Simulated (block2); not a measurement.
# DMRG/ANO-RCC-MB run of InNH3 (SMILES [NH2][InH])

Aim: the vertical doublet–quartet gap of InNH3 at DMRG/ANO-RCC-MB, from 2 runs. 

Program for the calculation: block2 0.5.4.

3 further runs of the same task are left out: 1 that didn't finish, 2 set aside as unsound or not needed.

## Step 1: The structure to begin with

InNH3 has 5 atoms, charge 0, and is taken as a doublet. As SMILES, `[NH2][InH]`. The coordinates come from a PBE0-D4/def2-TZVP relaxation. This is one conformer, not always the lowest.

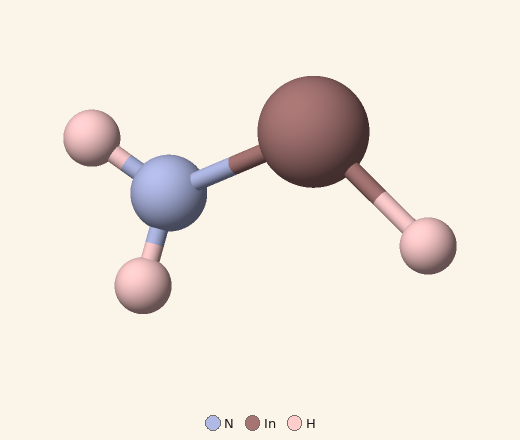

The structure, seen from a chosen angle (nitrogen light blue, indium brown, hydrogen pink).

## Step 2: A single-point energy at DMRG/ANO-RCC-MB

The input, make_fcidump.py:

```python
from pyscf import ao2mo, cc, dft, gto, mcscf, mp, scf
from pyscf.tools import fcidump

geom = """
N
In 1 2.036283
H 1 1.01063 2 120.04751
H 1 1.008772 3 109.83843 2 -146.88263
H 2 1.761281 1 116.35753 4 169.00213
"""
mol = gto.M(
    atom=geom,
    basis="ano-rcc-mb",
    spin=1,
    verbose=3,
)
print("basis functions = %d" % (mol.nao))
mf = scf.ROHF(mol)
mf.conv_tol = 1e-10
mf.max_cycle = 200
mf.kernel()
if not mf.converged:
    mf = mf.newton().run(mf.mo_coeff, mf.mo_occ)
print("reference energy = %.10f" % (mf.e_tot))
# MP2, CCSD and CCSD(T) with the same frozen core
ref = scf.UHF(mol).run(mf.make_rdm1(), conv_tol=1e-10)
pt = mp.MP2(ref, frozen=19).run()
mycc = cc.CCSD(ref, frozen=19)
mycc.max_cycle = 150
mycc.kernel()
print(f"E(MP2) = {pt.e_tot:.10f}")
if mycc.converged:
    print("E(CCSD) = %.10f" % (mycc.e_tot))
    print("E(CCSD(T)) = %.10f" % (mycc.e_tot + mycc.ccsd_t()))
# a few density functionals on the same geometry and basis
ks = dft.UKS(mol, xc="m062x").set(conv_tol=1e-9, verbose=3).run(mf.make_rdm1())
if ks.converged:
    print("E(M06-2X) = %.8f" % (ks.e_tot))
ks = dft.UKS(mol, xc="r2scan").set(conv_tol=1e-9, verbose=3).run(mf.make_rdm1())
if ks.converged:
    print(f"E(r2SCAN) = {ks.e_tot:.8f}")
ks = dft.UKS(mol, xc="blyp").set(conv_tol=1e-9, verbose=3).run(mf.make_rdm1())
if ks.converged:
    print(f"E(BLYP) = {ks.e_tot:.8f}")
ks = dft.UKS(mol, xc="pbe0").set(conv_tol=1e-9, verbose=3).run(mf.make_rdm1())
if ks.converged:
    print("E(PBE0) = %.8f" % (ks.e_tot))
ks = dft.UKS(mol, xc="b3lyp").set(conv_tol=1e-9, verbose=3).run(mf.make_rdm1())
if ks.converged:
    print(f"E(B3LYP) = {ks.e_tot:.8f}")
# CCSD natural orbitals
occ_no, mo = mcscf.addons.make_natural_orbitals(cc.CCSD(mf.to_uhf(), frozen=19).run())
mf.mo_coeff = mo
# FCIDUMP for the DMRG program
cas = mcscf.CASCI(mf, 16, 21)
h1, ecore = cas.get_h1eff()
fcidump.from_integrals("FCIDUMP", h1, cas.get_h2eff(), 16, 21, nuc=ecore, ms=1)
```

The input, input.conf:

```
sym c1
orbitals FCIDUMP
nelec 21
spin 1
irrep 1
occ 2 2 2 2 2 2 2 2 2 2 1 0 0 0 0 0
cbias 0.1
schedule
0 12 1E-08 1E-03
2 25 1E-08 1E-04
5 50 1E-08 1E-04
8 100 1E-08 1E-05
10 100 1E-09 0.0
end
maxiter 16
sweep_tol 1E-06
gaopt default
mem 2g
num_thrds 1
prefix ./tmp
outputlevel 1
onepdm
```

Command:

```sh
python make_fcidump.py && block2main input.conf
```

What it wrote:

```text
$ python make_fcidump.py
[... 1 line left out ...]
converged SCF energy = -5643.58641564884
[... 1 line left out ...]
converged SCF energy = -5643.58689244792  <S^2> = 0.75555302  2S+1 = 2.0055453
[... 9 lines left out ...]
converged SCF energy = -5646.64792955133  <S^2> = 0.75566489  2S+1 = 2.0056569
[... 3 lines left out ...]
converged SCF energy = -5646.26442159344  <S^2> = 0.75372607  2S+1 = 2.0037226
[... 41 lines left out ...]
integral sym error =            0
[... 55 lines left out ...]
DMRG Energy = -5643.693037368639125
[... 21 lines left out ...]
Expectation | Direction = backward | BRA bond dimension =  100 | KET bond dimension =  100
Time elapsed =      0.141
NPDM Sorting | Nsites =    16 | Nmaxops =  2 | DotSite = 2 | SymbolFree = T | Compressed = T | LowMem = F | Mem = 2.00 KB
Ttotal =      0.000

DMRG OCC =   2.000 2.000 2.000 2.000 2.000 1.984 1.973 1.967 1.961 1.942 1.000 0.059 0.035 0.030 0.025 0.025
```

Run time: 1.8 min. Hardware: 1 thread of Arm Neoverse V1, shared host; peak memory 0.26 GiB.

## Step 3: The quartet: the energy at DMRG/ANO-RCC-MB

The input, make_fcidump.py:

```python
from pyscf import ao2mo, cc, dft, gto, mcscf, mp, scf
from pyscf.tools import fcidump

mol = gto.M(atom="""
N
In 1 2.036283
H 1 1.01063 2 120.04751
H 1 1.008772 3 109.83843 2 -146.88263
H 2 1.761281 1 116.35753 4 169.00213
""", basis="ano-rcc-mb", spin=3, verbose=3, max_memory=2000)
print("nao                      = %d" % (mol.nao))
mf = scf.ROHF(mol)
mf.conv_tol = 1e-10
mf.max_cycle = 200
mf.kernel()
if not mf.converged:
    mf = mf.newton().run(mf.mo_coeff, mf.mo_occ)
print(f"reference energy         = {mf.e_tot:.10f}")
# MP2, CCSD and CCSD(T) with the same frozen core
ref = scf.UHF(mol).run(mf.make_rdm1(), conv_tol=1e-10)
pt = mp.MP2(ref, frozen=19).run()
mycc = cc.CCSD(ref, frozen=19)
mycc.max_cycle = 150
mycc.kernel()
print(f"MP2 total energy         = {pt.e_tot:.10f}")
if mycc.converged:
    print("E(CCSD)                  = %.10f" % (mycc.e_tot))
    print("E(CCSD(T))               = %.10f" % (mycc.e_tot + mycc.ccsd_t()))
# a few density functionals on the same geometry and basis
ks = dft.UKS(mol, xc="m062x").set(conv_tol=1e-9, verbose=3).run(mf.make_rdm1())
if ks.converged:
    print("E(M06-2X)                = %.8f" % (ks.e_tot))
ks = dft.UKS(mol, xc="r2scan").set(conv_tol=1e-9, verbose=3).run(mf.make_rdm1())
if ks.converged:
    print(f"E(r2SCAN)                = {ks.e_tot:.8f}")
ks = dft.UKS(mol, xc="blyp").set(conv_tol=1e-9, verbose=3).run(mf.make_rdm1())
if ks.converged:
    print(f"E(BLYP)                  = {ks.e_tot:.8f}")
ks = dft.UKS(mol, xc="pbe0").set(conv_tol=1e-9, verbose=3).run(mf.make_rdm1())
if ks.converged:
    print("E(PBE0)                  = %.8f" % (ks.e_tot))
ks = dft.UKS(mol, xc="b3lyp").set(conv_tol=1e-9, verbose=3).run(mf.make_rdm1())
if ks.converged:
    print("E(B3LYP)                 = %.8f" % (ks.e_tot))
# natural orbitals of MP2 give a compact matrix product state
occ_no, mo = mcscf.addons.make_natural_orbitals(mp.MP2(mf.to_uhf(), frozen=19).run())
mf.mo_coeff = mo
# FCIDUMP for the DMRG program
cas = mcscf.CASCI(mf, 16, 21)
h1, ecore = cas.get_h1eff()
fcidump.from_integrals("FCIDUMP", h1, cas.get_h2eff(), 16, 21, nuc=ecore, ms=3)
```

The input, input.conf:

```
sym c1
orbitals FCIDUMP
nelec 21
spin 3
irrep 1
occ 2 2 2 2 2 2 2 2 2 1 1 1 0 0 0 0
cbias 0.2
schedule
0 200 1E-07 1E-04
3 300 1E-07 1E-04
7 400 1E-07 1E-05
10 400 1E-08 0.0
end
maxiter 16
sweep_tol 1E-06
gaopt default
mem 1g
num_thrds 1
prefix ./tmp
outputlevel 2
onepdm
```

Command:

```sh
python make_fcidump.py && block2main input.conf
```

What it wrote:

```text
$ python make_fcidump.py
nao                      = 35
converged SCF energy = -5643.49270259103
reference energy         = -5643.4927025910
converged SCF energy = -5643.49620054365  <S^2> = 3.7671693  2S+1 = 4.0085755
E(UMP2) = -5643.54774675862  E_corr = -0.051546214970669
E(SCS-UMP2) = -5643.55343912185  E_corr = -0.0572385782045996
E(UCCSD) = -5643.568939120865  E_corr = -0.07273857721532263
MP2 total energy         = -5643.5477467586
E(CCSD)                  = -5643.5689391209
UCCSD(T) correction = -0.000476642686936013
E(CCSD(T))               = -5643.5694157636

WARN: HOMO -0.148865455107801 >= LUMO -0.177180033471551

WARN: HOMO -0.147685520794244 >= LUMO -0.17538020548277

WARN: HOMO -0.147919016045827 >= LUMO -0.176296807281312

WARN: HOMO -0.147816596078075 >= LUMO -0.175578015567876

WARN: HOMO -0.147876503983868 >= LUMO -0.17584202420251

[... 52 lines left out ...]
WARN: HOMO -0.0807224052514146 >= LUMO -0.186333294075736
[... 91 lines left out ...]
WARN: HOMO -0.114853640951562 >= LUMO -0.238154045908242
[... 137 lines left out ...]
 --> Site =   13-  14 .. Mmps =   99 Ndav =   1 E =  -5643.5695863115 Error = 3.00e-14 FLOPS = 1.16e+09 Tdav = 0.00 T = 0.05
[... 72 lines left out ...]
 <-- Site =    0-   1 .. Mmps =   19 Ndav =   1 E =  -5643.5695929685 Error = 5.24e-17 FLOPS = 8.24e+08 Tdav = 0.00 T = 0.03
[... 81 lines left out ...]
 <-- Site =   14-  15 .. Mmps =    3 Ndav =   1 E =  -5643.5696004259 Error = 0.00e+00 FLOPS = 7.89e+08 Tdav = 0.00 T = 0.00
[... 97 lines left out ...]
 <-- Site =    5-   6 .. Nterms =           21 Error =  0.000000202400/ 0.000000000000 FLOPS = 4.27e+09 Tmult = 0.12 T = 0.26
 <-- Site =    4-   5 .. Nterms =           23 Error =  0.000000317651/ 0.000000000000 FLOPS = 3.87e+09 Tmult = 0.03 T = 0.16
 <-- Site =    3-   4 .. Nterms =           25 Error =  0.000000000000/ 0.000000000000 FLOPS = 3.05e+09 Tmult = 0.01 T = 0.14
 <-- Site =    2-   3 .. Nterms =           27 Error =  0.000000000000/ 0.000000000000 FLOPS = 1.89e+09 Tmult = 0.01 T = 0.16
 <-- Site =    1-   2 .. Nterms =           29 Error =  0.000000000000/ 0.000000000000 FLOPS = 1.38e+09 Tmult = 0.01 T = 0.16
 <-- Site =    0-   1 .. Nterms =           31 Error =  0.000000000000/ 0.000000000000 FLOPS = 1.41e+09 Tmult = 0.00 T = 0.07
[... 7 lines left out ...]
NPDM Sorting | Nsites =    16 | Nmaxops =  2 | DotSite = 2 | SymbolFree = T | Compressed = T | LowMem = F | Mem = 2.00 KB
 Site =     0 ..  T = 0.000
 Site =     1 ..  T = 0.000
 Site =     2 ..  T = 0.000
 Site =     3 ..  T = 0.000
 Site =     4 ..  T = 0.000
 Site =     5 ..  T = 0.000
 Site =     6 ..  T = 0.000
 Site =     7 ..  T = 0.000
 Site =     8 ..  T = 0.000
 Site =     9 ..  T = 0.000
 Site =    10 ..  T = 0.000
 Site =    11 ..  T = 0.000
 Site =    12 ..  T = 0.000
 Site =    13 ..  T = 0.000
 Site =    14 ..  T = 0.000
Ttotal =      0.001

DMRG OCC =   2.000 2.000 2.000 2.000 2.000 1.986 1.976 1.969 1.967 1.005 1.000 0.996 0.028 0.033 0.025 0.016
```

Run time: 13 min. Hardware: 1 thread of Arm Neoverse V1, shared host; peak memory 0.78 GiB.

## Step 4: What came out

Level: DMRG/ANO-RCC-MB, 19 core orbitals frozen.

| quantity | value |
| --- | --- |
| run 1, DMRG/ANO-RCC-MB: total energy | -5643.69304 Eh |
| quartet: total energy | -5643.56960 Eh |
| vertical energy of the quartet above the doublet | 3.359 eV |

At this shape the quartet lies 3.36 eV (77 kcal/mol) above the doublet. In a minimal basis such a difference can be off by several eV, whatever the method. The basis (run 1, DMRG/ANO-RCC-MB) was made for a relativistic Hamiltonian, but the run is non-relativistic. The basis (quartet) was made for a relativistic Hamiltonian, but the run is non-relativistic.
